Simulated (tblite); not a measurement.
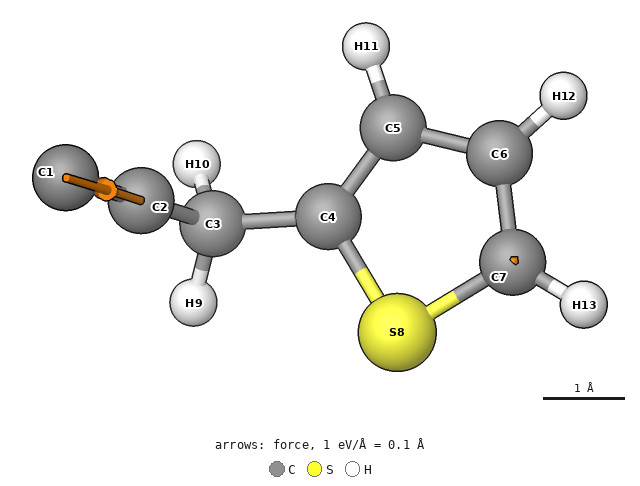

Starting geometry of C7H5S (charge −1) with the computed forces as orange arrows. A ball-and-stick model, seen face on.

Theory: GFN2-xTB geometry optimisation, gas phase (tblite). 

Q: What follows when this structure is relaxed?

A: It isn't relaxed: the largest force vector, on C1, is 11.06 eV/Å. The final displacements follow the starting forces only in part (cosine between the two patterns 0.61). C1 moves most after the best rigid fit: 0.31 Å. Largest moves by element: C 0.31 Å, H 0.10 Å, S 0.06 Å. Near-neighbour distances that change, for instance: C1–C2 1.542 → 1.218 Å, C2–C3 1.469 → 1.505 Å, C7–S8 1.705 → 1.737 Å, C4–S8 1.727 → 1.753 Å. Bond angles that change, for instance: C1–C2–C3 179.4° → 173.1°, C2–C3–C4 111.3° → 108.2°, H9–C3–H10 106.1° → 108.7°. After 43 geometry steps the energy has fallen by 2.581 eV.
